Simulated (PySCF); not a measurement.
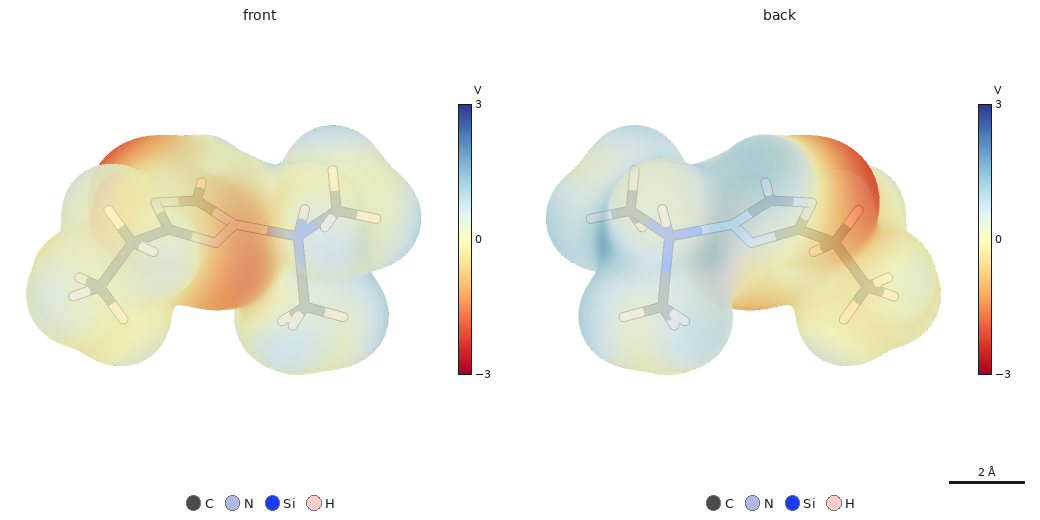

*C6H13N3Si (SMILES CCc1ncn([SiH](C)C)n1). The molecular electrostatic potential painted on the density surface at 0.002 e/bohr³, seen from the front and from behind; the colour scale runs from red (negative) to blue (positive).*

Geometry: GFN2-xTB.

Level of theory: PBE0/pcSseg-1, SCF density, gas phase, non-relativistic (PySCF 2.14.0).

```xyz
23

C     3.4700   -0.2060   -1.1758
C     2.7375    0.8873   -0.3972
C     1.5434    0.3273    0.2853
N     1.6163   -0.3853    1.4416
C     0.3749   -0.7114    1.6749
N    -0.4455   -0.2318    0.7199
Si   -2.1863   -0.3408    0.4291
C    -2.4158   -1.3011   -1.1893
C    -2.8391    1.4335    0.3046
N     0.3196    0.4359   -0.1721
H     3.7855   -0.9972   -0.5001
H     4.3474    0.2054   -1.6694
H     2.8136   -0.6341   -1.9302
H     3.4049    1.3073    0.3569
H     2.4111    1.6770   -1.0750
H     0.0232   -1.2828    2.5089
H    -2.6744   -1.0704    1.6072
H    -1.8850   -0.8101   -2.0008
H    -2.0315   -2.3145   -1.1115
H    -3.4635   -1.3641   -1.4658
H    -2.3063    1.9785   -0.4704
H    -2.7088    1.9766    1.2365
H    -3.8961    1.4477    0.0581
```

Q: Describe the electrostatic potential map.

A: The most negative region (about −2.0 V) lies over N4, the most positive (about +1.5 V) over Si7. N4 is the likeliest acceptor of a hydrogen bond.

Q: What dipole moment does the calculation give?

A: Its dipole moment is 2.77 D.
